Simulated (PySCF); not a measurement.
```xyz
21

C    -0.8671    0.2529   -1.3699
C    -0.8098    0.2757    0.1602
C    -0.9976    1.7090    0.6674
C    -1.8967   -0.6323    0.7395
Si    0.9057   -0.3486    0.7230
B     2.4479    0.7399   -0.0511
O     3.7385    0.3011   -0.1294
O     2.1829    1.9877   -0.5211
H    -1.8517    0.6098   -1.7219
H    -0.0996    0.9070   -1.8128
H    -0.7236   -0.7637   -1.7707
H    -1.9800    2.1001    0.3481
H    -0.9654    1.7577    1.7680
H    -0.2213    2.3827    0.2736
H    -2.8970   -0.2764    0.4329
H    -1.7930   -1.6716    0.3890
H    -1.8745   -0.6452    1.8411
H     0.9753   -0.3219    2.2249
H     1.0742   -1.7921    0.3291
H     3.8579   -0.5962    0.1934
H     2.9800    2.4135   -0.8642
```

Geometry: PBE0-D3(BJ)/def2-SVP.

These are results of PBE0/pcSseg-1, SCF density, gas phase, non-relativistic (PySCF 2.14.0), not measurements.

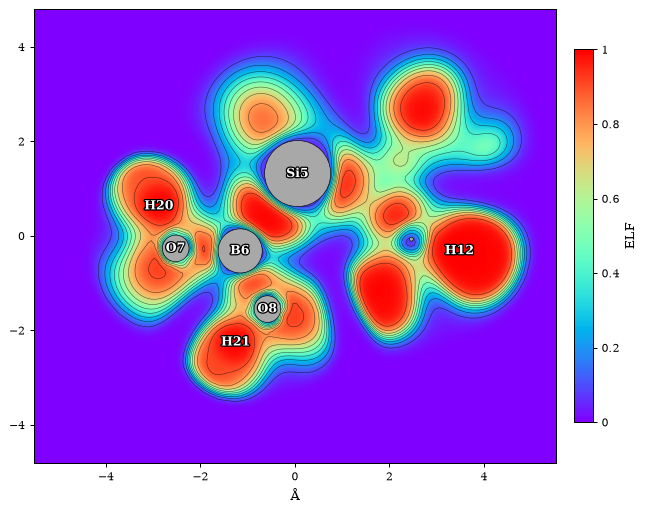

C$_{4}$H$_{13}$BO$_{2}$Si (SMILES CC(C)(C)[SiH2]B(O)O). ELF on the plane of atoms B6, O8 and H21. Grey discs cover the atomic cores.

**What do the fields say about this system?**

The section cuts through Si, B, O and H sites.
B–O (1.36 Å): the ELF peaks at about 0.90 between the atoms; a short, strongly polar bond.
Si–B (2.04 Å): the ELF peaks at about 1 between the atoms: localised, covalent bonding.
O–H (0.96 Å): the ELF climbs to about 1 towards the hydrogen, as it does in any bond to H (a covalent bond by its length).
The ELF also peaks beside O8 and O7, away from the bonds: lone-pair regions.
